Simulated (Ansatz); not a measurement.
```xyz
12
Lattice="4.6367 0.0000 0.0000 -2.3184 4.0155 0.0000 0.0000 0.0000 7.7236" Properties=species:S:1:pos:R:3 pbc="T T T"
Al    0.0000    0.0000    2.0316
Al    2.3184    1.3385    4.6061
Al    0.0000    2.6770    7.1807
Al    2.3184    1.3385    0.5429
Al    0.0000    2.6770    3.1175
Al    0.0000    0.0000    5.6920
B     0.0000    0.0000    0.0000
B     2.3184    1.3385    2.5745
B     0.0000    2.6770    5.1491
N     0.0000    2.6770    1.2873
N     0.0000    0.0000    3.8618
N     2.3184    1.3385    6.4363
```

Space group R-3m; a structure generated by program, which may or may not match a known phase.

The calculation used Ansatz, DFT PBE, scalar-relativistic, plane waves, PAW.

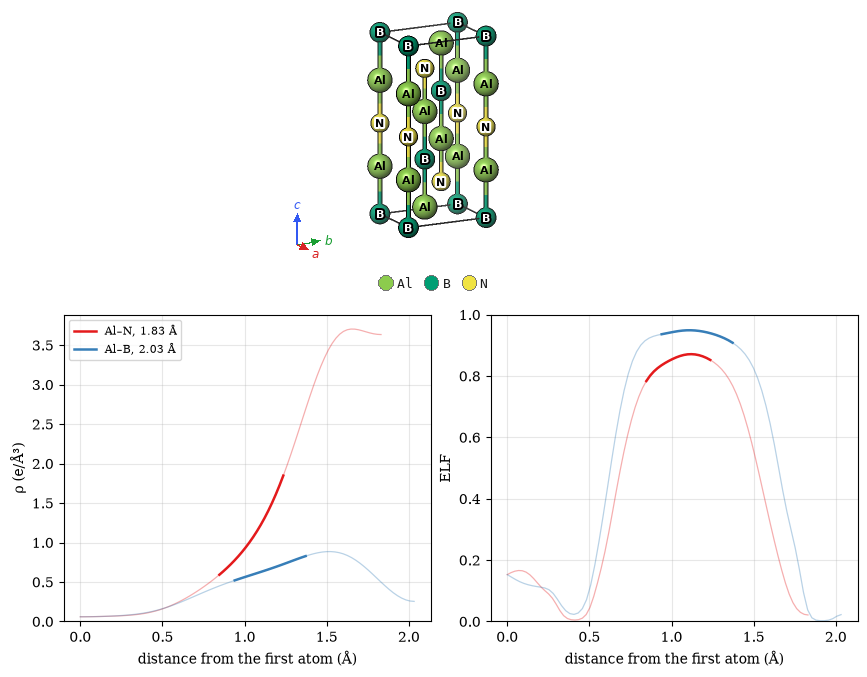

Al₂BN. Valence electron density and ELF along straight lines between neighbouring atoms. Thin, pale parts lie inside the atomic spheres. The structure is drawn too.

Core electrons are frozen (PAW), and the valence fields are smoothed inside the atomic spheres.

Compare the contacts.

Answer. Al–N (1.83 Å): the density is about 0.72 e/Å³ at the midpoint; the ELF peaks at about 0.85 in the valence shell of N, 0.7 Å from its nucleus, and is about 0.85 at the midpoint.
Al–B (2.03 Å): ρ at the midpoint is about 0.57 e/Å³; the ELF peaks at about 0.95 between the atoms.
